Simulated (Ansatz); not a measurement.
# ZnS: a line through an energy map, part 2 of 2

How does the energy of ZnS (P6_3mc, No. 186; 4 atoms in the cell) vary with shift of S3 along [0 0 1], at c/a of the conventional cell at fixed volume = 1.967?

Ansatz 0.2.0; DFT PBE, scalar-relativistic, plane waves, PAW.

**7. Grid point (0.083 Å, 1.967)**

Contents of input.yaml:

```yaml
crystal:
  lattice:
    - [3.618788755, 0.0, 0.0]
    - [-1.8093943775, 3.1339629928, 0.0]
    - [0.0, 0.0, 7.11851936]
  atoms:
    - { symbol: Zn, position: [0.3333333333, 0.6666666667, 0.0052003725] }
    - { symbol: Zn, position: [0.6666666667, 0.3333333333, 0.5052003725] }
    - { symbol: S, position: [0.3333333333, 0.6666666667, 0.3930140371] }
    - { symbol: S, position: [0.6666666667, 0.3333333333, 0.8930140371] }
basis:
  ecutwfc: 520.0
kpoints:
  mp_grid: { grid: [9, 9, 4] }
hamiltonian:
  xc: pbe
scf:
  occupations: { method: gaussian, width: 0.05 }
output:
  forces: true
  stress: true
  eigenvalues: true
```

Launch:

```console
ansatz run input.yaml --threads 1 --pin off --max-ram 2048MiB --backend cpu --events-out ev --progress --plain --runs-dir out
```

The program printed, cut to the lines that bear on the results:

```text
Warning: RAYON_NUM_THREADS=1 ignored (pool sized by the plan → 1); use --threads N
[...]
Pseudopotentials: kind: paw
Pseudopotential: Zn, paw, valence charge 12, recommended cutoff 420 eV (normal), Zn.paw.azcp
Pseudopotential: S, paw, valence charge 6, recommended cutoff 420 eV (normal), S.paw.azcp
Functional definition: PBE
[...]
Crystal: 4 atoms, lattice volume = 80.732 Å³
Basis set: ecut = 520 eV, 2163 PW (Γ), exchange–correlation on 54×54×108 points (8 copies of the dense FFT grid, shifted against one another)
Bands: 22, of which v1, the nominal top of the filled ones, is band 18 counted from 1 (17 counted from 0)
Symmetry: 12 space group operations
Space group: P63mc (ITA 186), of the structure as read, at distance tolerance 4.3e-5 Å
k-points: 36 of 324 (time reversal used)
[...]
SCF iter   1: F=—  HF=-8444.752916 eV  |F-HF|=—  |Δ(HF+E_count)|=         —  Δρ=1.07e-3  dr2=7.98e-4  ethr=1.77e-3  ⟨swp⟩=6.2  Hψ=3924  notcnv=0
[...]
SCF iter   7: F=-8444.753074 eV  HF=-8444.753074 eV  |F-HF|=1.44e-8  |Δ(HF+E_count)|=   4.69e-7  Δρ=6.18e-6  dr2=3.72e-8  ethr=2.78e-10  ⟨swp⟩=5.2  Hψ=3634  notcnv=0
[...]
SCF converged after 7 iterations
Free energy (F): -8444.753074 eV
[...]
E sigma→0 (E₀):  -8444.753074 eV
Fermi energy:    6.542512 eV
[...]
--- Forces (eV/Å), atoms counted from 1 ---
  atom   1  Zn    -0.00000000     0.00000000     0.59907219
  atom   2  Zn    -0.00000000    -0.00000000     0.59907219
  atom   3  S      0.00000000     0.00000000    -0.59908066
  atom   4  S      0.00000000    -0.00000000    -0.59908066
[...]
--- Stress (GPa, compression-positive) ---
       11.814391      -0.000000      -0.000000
        0.000000      11.814391       0.000000
        0.000000       0.000000      -6.999163
  P = ⅓ Tr σ = 5.5432 GPa (55.432 kbar)
--- Band table (eV; the first three rows and the last of 36) ---
[... band rows left out ...]
[...]
```

Run time: 6.3 s. Hardware: 1 thread of Arm Neoverse V2, shared host; peak memory 0.34 GiB.

Energy on the map's scale: 178 meV/atom.

**8. Grid point (0.167 Å, 1.967)**

Changes to input.yaml since step 7:

```diff
@@ -8,4 +8,4 @@
     - { symbol: Zn, position: [0.6666666667, 0.3333333333, 0.5052003725] }
-    - { symbol: S, position: [0.3333333333, 0.6666666667, 0.3930140371] }
-    - { symbol: S, position: [0.6666666667, 0.3333333333, 0.8930140371] }
+    - { symbol: S, position: [0.3333333333, 0.6666666667, 0.4062443104] }
+    - { symbol: S, position: [0.6666666667, 0.3333333333, 0.9062443104] }
 basis:
@@ -22 +22,5 @@
   eigenvalues: true
+  write_density: true
+  write_potential: true
+  elf: true
+  volumetric_format: npy
```

Launch:

```console
ansatz run input.yaml --threads 1 --pin off --max-ram 2048MiB --backend cpu --events-out ev --progress --plain --runs-dir out
```

The program printed, cut to the lines that bear on the results:

```text
[...]
SCF converged after 7 iterations
Free energy (F): -8444.625437 eV
[...]
E sigma→0 (E₀):  -8444.625437 eV
Fermi energy:    6.641911 eV
[...]
--- Forces (eV/Å), atoms counted from 1 ---
  atom   1  Zn    -0.00000000     0.00000000     0.74779653
  atom   2  Zn     0.00000000    -0.00000000     0.74779653
  atom   3  S      0.00000000     0.00000000    -0.74781117
  atom   4  S      0.00000000    -0.00000000    -0.74781117
[...]
--- Stress (GPa, compression-positive) ---
       14.352172       0.000000       0.000000
        0.000000      14.352172       0.000000
        0.000000       0.000000      -4.973778
  P = ⅓ Tr σ = 7.9102 GPa (79.102 kbar)
--- Band table (eV; the first three rows and the last of 36) ---
  k-point 0: bands = ["-7.7679", "-7.3205", "-1.1052", "-1.1052", "-1.0847", "-1.0847", "-0.7856", "-0.4765", "-0.4687", "-0.4687", "-0.4389", "-0.4389", "0.9773", "4.7099", "5.3914", "5.3914", "5.7377", "5.7377", "7.5452", "9.6159", "11.2440", "12.5607"]
[...]
```

Run time: 8.6 s. Hardware: 1 thread of Arm Neoverse V2, shared host; peak memory 0.35 GiB.

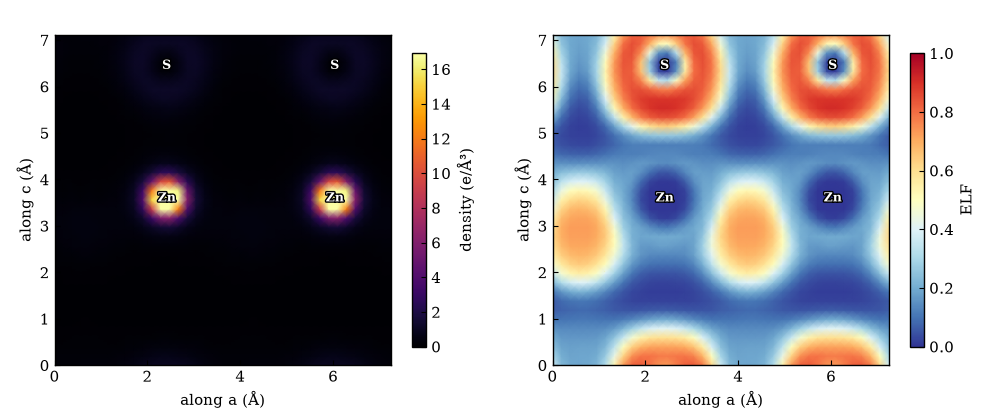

Density (left) and ELF (right) in a lattice plane of the grid's cell (edges 3.62 and 7.12 Å, at 0.333 of the third edge), which holds Zn and S. Only atoms in the plane are labelled; the density scale stops at 16.92 e/Å³. Both are smooth fields of the valence electrons: close to the nuclei they are not physical.

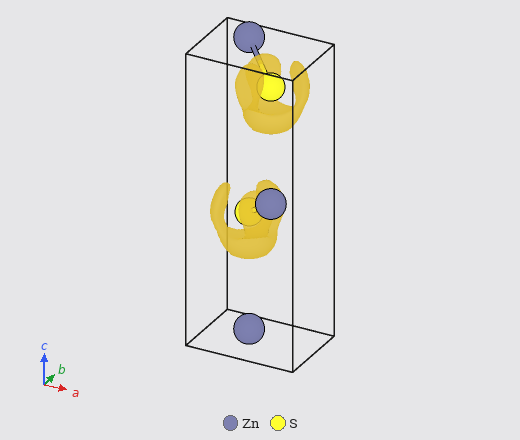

Surface of ELF = 0.85, drawn in one cell.

Maxima of ELF outside the ion cores: 0.91 on the S–Zn line, 0.9 Å from S.

Energy on the map's scale: 209 meV/atom.

**9. Grid point (0.250 Å, 1.967)**

Contents of input.yaml:

```yaml
crystal:
  lattice:
    - [3.618788755, 0.0, 0.0]
    - [-1.8093943775, 3.1339629928, 0.0]
    - [0.0, 0.0, 7.11851936]
  atoms:
    - { symbol: Zn, position: [0.3333333333, 0.6666666667, 0.0052003725] }
    - { symbol: Zn, position: [0.6666666667, 0.3333333333, 0.5052003725] }
    - { symbol: S, position: [0.3333333333, 0.6666666667, 0.41945872] }
    - { symbol: S, position: [0.6666666667, 0.3333333333, 0.91945872] }
basis:
  ecutwfc: 520.0
kpoints:
  mp_grid: { grid: [9, 9, 4] }
hamiltonian:
  xc: pbe
scf:
  occupations: { method: gaussian, width: 0.05 }
output:
  forces: true
  stress: true
  eigenvalues: true
```

Launch:

```console
ansatz run input.yaml --threads 1 --pin off --max-ram 2048MiB --backend cpu --events-out ev --progress --plain --runs-dir out
```

The program printed, cut to the lines that bear on the results:

```text
[...]
SCF converged after 7 iterations
Free energy (F): -8444.474831 eV
[...]
E sigma→0 (E₀):  -8444.474831 eV
Fermi energy:    6.740196 eV
[...]
--- Forces (eV/Å), atoms counted from 1 ---
  atom   1  Zn     0.00000000     0.00000000     0.84405870
  atom   2  Zn     0.00000000    -0.00000000     0.84405870
  atom   3  S      0.00000000     0.00000000    -0.84407102
  atom   4  S      0.00000000    -0.00000000    -0.84407102
[...]
--- Stress (GPa, compression-positive) ---
       16.990018       0.000000      -0.000000
        0.000000      16.990018       0.000000
        0.000000      -0.000000      -3.214620
  P = ⅓ Tr σ = 10.2551 GPa (102.551 kbar)
--- Band table (eV; the first three rows and the last of 36) ---
  k-point 0: bands = ["-7.8690", "-7.4515", "-1.2500", "-1.2500", "-1.2374", "-1.2374", "-0.7956", "-0.5389", "-0.5389", "-0.5097", "-0.5097", "-0.5022", "1.1288", "4.6364", "5.3846", "5.3846", "5.6944", "5.6944", "7.7851", "9.5073", "11.3174", "12.4776"]
[...]
```

Wall time 6.4 s (1 thread of Arm Neoverse V2, shared host); peak memory 0.34 GiB.

Energy on the map's scale: 247 meV/atom.

**10. Variant: dispersion d4, dr2_threshold 1.0e-08**

Changes to input.yaml since step 9:

```diff
@@ -16,7 +16,9 @@
   xc: pbe
+  dispersion: d4
 scf:
   occupations: { method: gaussian, width: 0.05 }
+  convergence: { dr2_threshold: 1.0e-08 }
 output:
   forces: true
+  eigenvalues: true
   stress: true
-  eigenvalues: true
```

Launch:

```console
ansatz run input.yaml --threads 1 --pin off --max-ram 2048MiB --backend cpu --events-out ev --progress --plain --runs-dir out
```

The program printed, cut to the lines that bear on the results:

```text
Warning: output.stress: scf.convergence.dr2_threshold = 1e-8 eV is looser than the 4e-10 eV advised for a printed stress (1e-10 eV for each atom of the cell: 4). What an SCF threshold leaves in a stress goes as its square root, and in the free energy as the threshold itself, and one [...]
Warning: RAYON_NUM_THREADS=1 ignored (pool sized by the plan → 1); use --threads N
[...]
Pseudopotentials: kind: paw
Pseudopotential: Zn, paw, valence charge 12, recommended cutoff 420 eV (normal), Zn.paw.azcp
Pseudopotential: S, paw, valence charge 6, recommended cutoff 420 eV (normal), S.paw.azcp
Functional definition: PBE
[...]
Crystal: 4 atoms, lattice volume = 80.732 Å³
Basis set: ecut = 520 eV, 2163 PW (Γ), exchange–correlation on 54×54×108 points (8 copies of the dense FFT grid, shifted against one another)
Bands: 22, of which v1, the nominal top of the filled ones, is band 18 counted from 1 (17 counted from 0)
Symmetry: 12 space group operations
Space group: P63mc (ITA 186), of the structure as read, at distance tolerance 4.3e-5 Å
k-points: 36 of 324 (time reversal used)
[...]
SCF iter   1: F=—  HF=-8445.663308 eV  |F-HF|=—  |Δ(HF+E_count)|=         —  Δρ=1.01e-3  dr2=9.27e-4  ethr=1.77e-3  ⟨swp⟩=6.5  Hψ=4131  notcnv=0
[...]
SCF iter   8: F=-8445.662952 eV  HF=-8445.662952 eV  |F-HF|=1.17e-9  |Δ(HF+E_count)|=   2.50e-8  Δρ=8.87e-7  dr2=7.89e-10  ethr=2.78e-11  ⟨swp⟩=4.8  Hψ=2990  notcnv=0
[...]
SCF converged after 8 iterations
Free energy (F): -8445.662952 eV
[...]
E sigma→0 (E₀):  -8445.662952 eV
Fermi energy:    6.740200 eV
[...]
--- Forces (eV/Å), atoms counted from 1 ---
  atom   1  Zn     0.00000000     0.00000000     0.84338285
  atom   2  Zn     0.00000000    -0.00000000     0.84338285
  atom   3  S      0.00000000     0.00000000    -0.84338189
  atom   4  S      0.00000000    -0.00000000    -0.84338189
[...]
--- Stress (GPa, compression-positive) ---
       14.499582       0.000000       0.000000
        0.000000      14.499582      -0.000000
        0.000000      -0.000000      -5.913311
  P = ⅓ Tr σ = 7.6953 GPa (76.953 kbar)
--- Band table (eV; the first three rows and the last of 36) ---
[... band rows left out ...]
[...]
```

Run time: 6.6 s. Hardware: 1 thread of Arm Neoverse V2, shared host; peak memory 0.34 GiB.

| run | ending | energy change | pressure (GPa) | gap (eV) | force (eV/Å) | cycles | time |
| --- | --- | --- | --- | --- | --- | --- | --- |
| step 9 | converged | 0 | 10.3 | 2.09 | 0.84 | 7 | 6.4 s |
| variant | converged | -297.0 meV/atom (offset of the dispersion model) | 7.7 | 2.09 | 0.84 | 8 | 6.6 s |

Changing the dispersion term and convergence setting moves the energy by -297.0 meV/atom, and the pressure goes from 10.3 to 7.7 GPa. The dispersion term adds attraction between atoms and pulls the pressure down. Cost: 8 SCF cycles against 7.

**11. What came out**

The summary covers parts 1 to 2.

| shift of S3 along [0 0 1], its symmetry partners moved as symmetry demands (measured in the relaxed cell) (Å) | step | energy (meV/atom) | slope (meV/atom per Å) | pressure (GPa) | band gap on the k-mesh (eV) | largest force on an atom (eV/Å) |
| --- | --- | --- | --- | --- | --- | --- |
| −0.250 | 3 | 159 | −343 | −1.4 | 0.67 | 0.61 |
| −0.167 | 4 | 141 | −102 | −0.4 | 0.81 | 0.18 |
| −0.083 | 5 | 141 | 82 | 1.3 | 1.00 | 0.15 |
| 0.000 | 6 | 154 | 226 | 3.3 | 1.24 | 0.40 |
| 0.083 | 7 | 178 | 338 | 5.5 | 1.52 | 0.60 |
| 0.167 | 8 | 209 | 422 | 7.9 | 1.81 | 0.75 |
| 0.250 | 9 | 247 | 477 | 10.3 | 2.09 | 0.84 |

Energies count from the relaxed crystal. Slopes come from the forces (and the stress, where the cell changes), not from differences of energies.

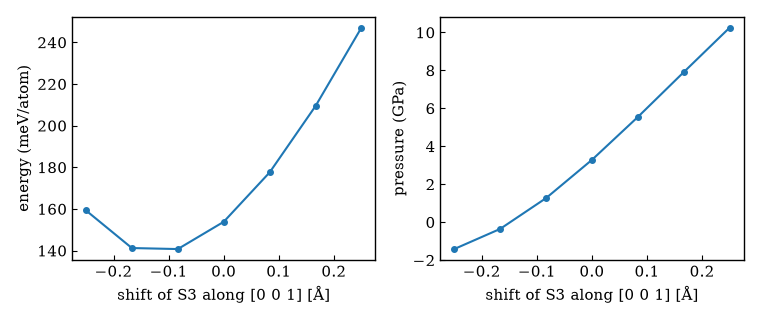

Energy and pressure along the line.

```csv
run,outcome
"step 10, run with dispersion d4, dr2_threshold 1.0e-08 (against step 9)",-297.0 meV/atom; the pressure goes from 10.3 to 7.7 GPa
```

In words: Along the line the energy is lowest at −0.083 Å, 141 meV/atom from the zero. A fit to energies and slopes at the lowest point and its two neighbours puts the minimum at −0.1234 Å, with a curvature of about 2200 meV/atom per Å². The highest point computed, at 0.250 Å, lies 106 meV/atom above the lowest. This is one cut through a surface in two coordinates; the map's lowest point lies off it.

These are semilocal Kohn-Sham gaps, which aren't the measured quantity. Such gaps usually fall short of the measured ones.
